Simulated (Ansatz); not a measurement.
# Calculations on BH$_{2}$OCl$_{3}$

**1. Relaxation**

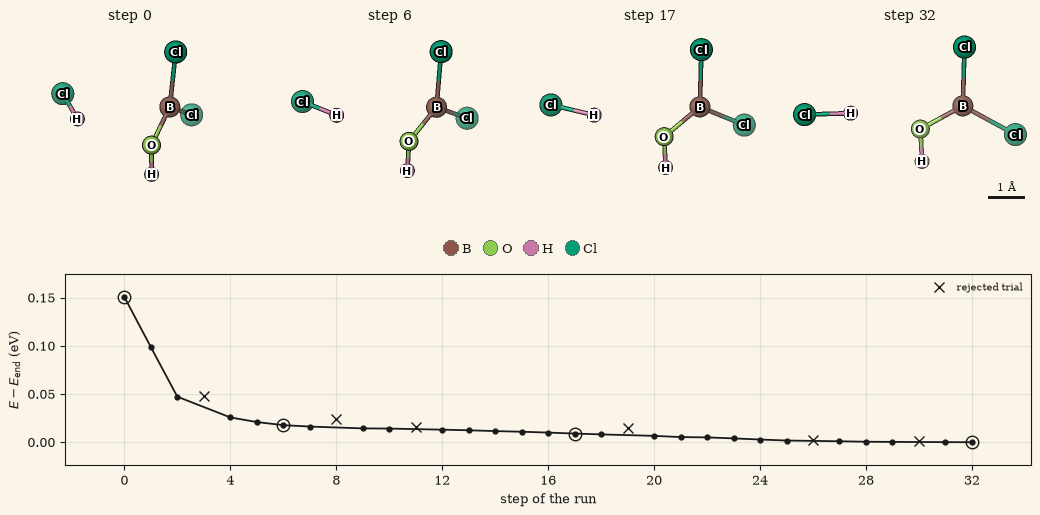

Frames of a relaxation of BH2OCl3, marked on the history of the run. Style: ball-and-stick. Shown face on.

The run prepares an end point of a later path (reaction) calculation, from a guessed geometry.

The calculation used RKS B3LYP/def2-SVP in Ansatz. Settings: no spin polarisation; force threshold 0.03 eV/Å; at most 50 steps.

### Describe the path.

The atom that moves furthest after the best rigid fit is a Cl atom (1.66 Å). Largest moves by element: Cl 1.66 Å, O 0.99 Å, H 0.79 Å, B 0.38 Å. Among the contacts that change: Cl–H 1.332 → 1.297 Å, B–O 1.378 → 1.351 Å. The energy falls by 0.151 eV in 26 accepted moves (32 points after the start). Largest force component: 0.94 eV/Å at the start, 0.028 eV/Å at the end. The line search rejected the trial steps at points 3, 8, 11, 19, 26, 30 of the run. The forces were under the threshold at step 9, but the run went on from there. From step 0 to 6: a Cl atom moves most (0.65 Å), energy −0.133 eV. From step 6 to 17: a Cl atom moves most (0.60 Å), energy −0.009 eV. From step 17 to 32: a Cl atom moves most (0.67 Å), energy −0.009 eV.

```
step  E − E(0), eV  largest force component, eV/Å      note
   0        0.0000                         0.9381          
   1       -0.0520                         0.7520          
   2       -0.1035                         0.5481          
   3       -0.1023                         1.3201  rejected
   4       -0.1250                         0.0713          
   5       -0.1298                         0.1868          
   6       -0.1330                         0.0844          
   7       -0.1345                         0.0840          
   8       -0.1265                         0.6475  rejected
   9       -0.1364                         0.0245          
  10       -0.1366                         0.1882          
  11       -0.1354                         0.1842  rejected
  12       -0.1377                         0.0478          
  13       -0.1384                         0.0125          
  15       -0.1399                         0.1647          
  16       -0.1407                         0.1137          
  17       -0.1417                         0.1820          
  18       -0.1426                         0.1175          
  19       -0.1364                         0.4216  rejected
  20       -0.1442                         0.1106          
  22       -0.1457                         0.1608          
  23       -0.1468                         0.0754          
  24       -0.1480                         0.0127          
  25       -0.1490                         0.0793          
  26       -0.1481                         0.2005  rejected
  27       -0.1498                         0.0349          
  29       -0.1504                         0.0445          
  30       -0.1498                         0.1018  rejected
  31       -0.1507                         0.0323          
  32       -0.1508                         0.0278
```

Limits of the set-up: the start holds two separate molecules, 2.2 Å apart at their closest, whose relative position is a soft coordinate and is computed without a dispersion correction.

**2. Relaxation**

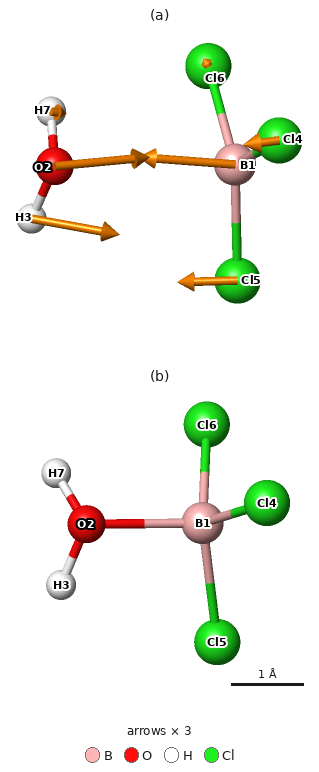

The structure of BH2OCl3 before (top) and after (bottom) a relaxation, at one scale. The orange arrows give the displacements, magnified 3 times.

A ball-and-stick model, seen face on.

The run prepares an end point of a later path (reaction) calculation, from a guessed geometry.

Theory: Ansatz, RKS B3LYP/def2-SVP. Set-up: no spin polarisation; force threshold 0.03 eV/Å; at most 50 steps.

> Describe what moved and what it gained.

O2 moves most after the best rigid fit: 0.47 Å. By element the largest moves are O 0.47 Å, B 0.46 Å, H 0.43 Å, Cl 0.28 Å. Near-neighbour distances that change, for instance: B1–O2 2.605 → 1.678 Å, B1–Cl5 1.751 → 1.835 Å, B1–Cl4 1.739 → 1.800 Å, B1–Cl6 1.827 → 1.836 Å. New bonds form, among them: B1–O2 (2.61 → 1.68 Å). Among the angles between lasting bonds that change: Cl4–B1–Cl5 120.9° → 115.4°, H3–O2–H7 102.9° → 107.9°, Cl4–B1–Cl6 119.9° → 115.3°. After 8 accepted moves (9 points after the start) the energy has fallen by 6.01 kcal/mol. The largest force component goes from 0.86 to 0.019 eV/Å. The line search rejected the trial step at point 1 of the run. The run took 27 s on 2 threads of Arm Neoverse V1, on a shared host, peak memory 0.2 GiB.

Limits of the set-up: the start holds two separate molecules, 2.6 Å apart at their closest, whose relative position is a soft coordinate and is computed without a dispersion correction.

**3. Path**

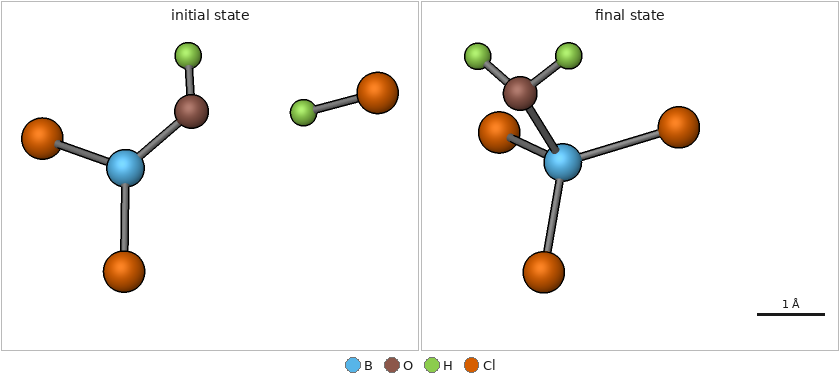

The two relaxed end points of a path for BH2OCl3. The picture is a ball-and-stick view, seen at a tilt.

These are results of Ansatz, RKS B3LYP/def2-SVP, not measurements.

Set-up: 7 movable images; climbing image; force threshold 0.05 eV/Å; iteration limit 60.

Start:
```xyz
7

B    -0.1933   -0.5091   -0.1833
O    -0.3525    0.3383    0.8569
H    -1.1777    0.2102    1.3473
Cl    1.2635   -0.3804   -1.1509
Cl   -1.4279   -1.7224   -0.5561
Cl    1.0254    2.9466    2.3766
H     0.6654    1.9242    1.6640
```

End:
```xyz
7

B     0.1200    0.4783    0.0025
O     0.0663    0.0137    1.6141
H    -0.8230   -0.3625    1.7602
Cl    1.5408   -0.3677   -0.7089
Cl   -1.5182   -0.0898   -0.5995
Cl    0.2821    2.3013    0.1466
H     0.1349    0.8339    2.1395
```

> What barrier does the band find between them, and by what path?

Forward barrier 1.14 eV, backward barrier 0.68 eV, with image 6 at the top; the reaction energy is +0.46 eV. Breaking: Cl6–H7 (1.30 → 1.56 at the top → 2.48 Å). Forming: B1–Cl6 (4.47 → 2.26 at the top → 1.84 Å), O2–H7 (2.05 → 1.23 at the top → 0.98 Å). The band converged in 25 iterations. The largest component of the band force went from 29 to 0.046 eV/Å. The climbing image converged on the top of the path. Its vibrational analysis gives one imaginary mode (1047i cm⁻¹), as a transition state must have.

Energies of the converged images:

```
image  path (Å)  E (eV)
    0      0.00   0.000
    1      0.63   0.004
    2      1.26   0.010
    3      1.89   0.015
    4      2.53   0.040
    5      3.16   0.285
    6      3.79   1.139
    7      4.23   0.654
    8      4.67   0.457
```

The geometry at the top of the path:

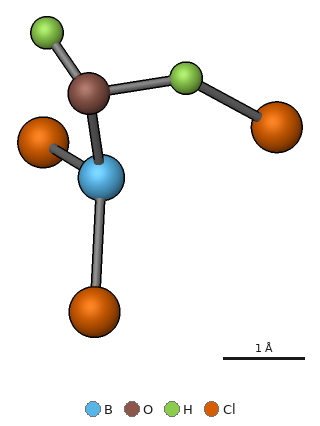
